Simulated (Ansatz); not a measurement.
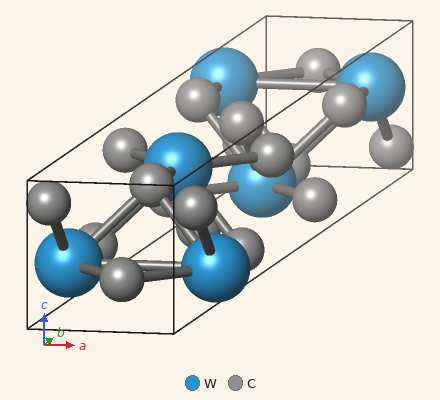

The structure; the drawing may span several cells.

Structure (in its standard cell), coordinates from a relaxation with Ansatz, DFT PBE, scalar-relativistic, plane waves, PAW; the starting structure was generated, so it need not be a known form of this composition:

```
W C
1.0
     2.78141    0.00000    0.00000
     0.00000   20.53067    0.00000
     0.00000    0.00000    2.78177
W C
4 12
Direct
  0.00000 0.82419 0.75000
  0.50000 0.67581 0.25000
  0.50000 0.32419 0.75000
  0.00000 0.17581 0.25000
  0.00000 0.71475 0.75000
  0.50000 0.78525 0.25000
  0.50000 0.91004 0.75000
  0.00000 0.58996 0.25000
  0.00000 0.91014 0.25000
  0.50000 0.58986 0.75000
  0.50000 0.21475 0.75000
  0.00000 0.28525 0.25000
  0.00000 0.41004 0.75000
  0.50000 0.08996 0.25000
  0.50000 0.41014 0.25000
  0.00000 0.08986 0.75000
```

> What does the kinematic electron diffraction pattern along [101] look like at 200 kV (B = 0.8 Å²)?

The spots form a centred rectangular net whose two shortest vectors correspond to d = 10.27 Å and 1.96 Å, 84.5° apart. They are 0 2 0 and 1 1 -1. The pattern has symmetry 2mm. The lattice centring (C) removes all reflections that break h + k = 2n.

Strongest reflections with d > 0.80 Å, one of each family (|F|² from tabulated Gaussian fits of the electron scattering factors, times a small damping for the curvature of the Ewald sphere):

```
   hkl   d (Å)  I (strongest = 100)
 0 2 0  10.265                  100
 0 8 0   2.566                   82
1 7 -1   1.634                   62
1 1 -1   1.958                   43
0 12 0   1.711                   38
 0 4 0   5.133                   36
```

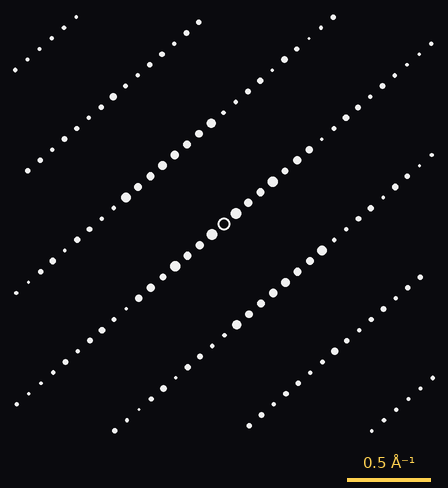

Calculated pattern, seen from the source side with [101] pointing towards the source.
